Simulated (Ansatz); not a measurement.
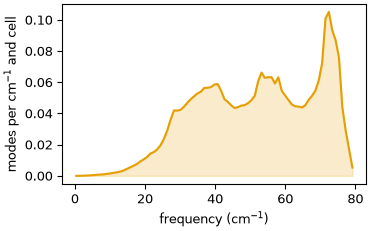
Figure. Phonon density of states of Ba (bcc (W type), Im-3m); finite displacements on a 6×6×6 mesh, Ansatz (a quantum-chemistry and plane-wave program), PBEsol functional, plane-wave PAW, k mesh 12×12×12, methfessel-paxton smearing of 0.15 eV

Task: Where is the tallest peak, and is there a gap in the spectrum?

Result: The tallest peak lies near 72 cm⁻¹. No clear gap shows at this resolution.
